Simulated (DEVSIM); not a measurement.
Device: Ti/La2O3/p-Si capacitor, at 450 K.

```csv
layer (left to right),material,thickness (nm),Na (cm⁻³)
1,La2O3,15.0,-
2,Si,3700,2.4e16
```

Metal gate on the left, work function 4.33 eV. Fixed charge at the semiconductor interface 1.8e11 cm⁻² (in units of +e); no interface traps.

The device is made up for the run: typed textbook-type constants, with dimensions and the other settings drawn at random. Values at 300 K; Nc and Nv go as T^1.5, mobilities as T to minus their exponent, the gap by Varshni's rule with the affinity fixed.

```csv
parameter,La2O3,Si
gap (eV),5.8,1.124
affinity (eV),1.8,4.05
permittivity,27,11.7
Nc (cm⁻³),-,2.86e19
Nv (cm⁻³),-,3.1e19
Varshni α (eV/K),-,0.000473
Varshni β (K),-,636
```

DEVSIM, 1D Poisson equation in equilibrium, Boltzmann statistics, complete ionisation; no quantum confinement or tunnelling. Metal contacts follow the ideal Schottky-Mott rule: no Fermi-level pinning, no interface dipoles.

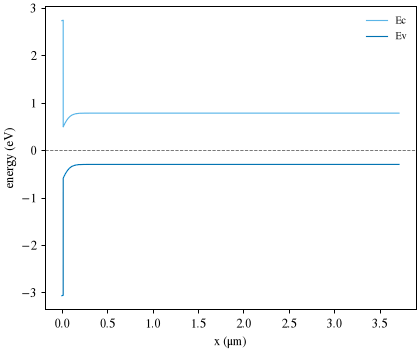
Band edges at -0.2 V on the gate

Energies count from the Fermi level of the right contact; mesh points crowd at the junctions.

```csv
x (μm),Ec (eV),Ev (eV),n (cm⁻³),p (cm⁻³),field (V/cm)
0.000,2.730,-3.070,< 1e2,< 1e2,6700
0.001439,2.731,-3.069,< 1e2,< 1e2,6700
0.004214,2.733,-3.067,< 1e2,< 1e2,6700
0.009314,2.736,-3.064,< 1e2,< 1e2,6700
0.01363,2.739,-3.061,< 1e2,< 1e2,6700
0.01500,0.490,-0.591,1.7e14,1.4e13,16000
0.01646,0.496,-0.585,1.5e14,1.6e13,43000
0.02185,0.519,-0.563,8.2e13,2.8e13,41000
0.03252,0.560,-0.521,2.8e13,8.3e13,37000
0.05740,0.640,-0.441,3.6e12,6.5e14,28000
0.1121,0.741,-0.341,2.7e11,8.7e15,10000
0.3143,0.780,-0.301,9.7e10,2.4e16,28
0.7147,0.780,-0.301,9.7e10,2.4e16,≈ 0
1.649,0.780,-0.301,9.7e10,2.4e16,≈ 0
3.023,0.780,-0.301,9.7e10,2.4e16,≈ 0
3.409,0.780,-0.301,9.7e10,2.4e16,≈ 0
3.584,0.780,-0.301,9.7e10,2.4e16,≈ 0
3.660,0.780,-0.301,9.7e10,2.4e16,≈ 0
3.698,0.780,-0.301,9.7e10,2.4e16,≈ 0
3.708,0.780,-0.301,9.7e10,2.4e16,≈ 0
3.713,0.780,-0.301,9.7e10,2.4e16,≈ 0
3.715,0.780,-0.301,9.7e10,2.4e16,≈ 0
```
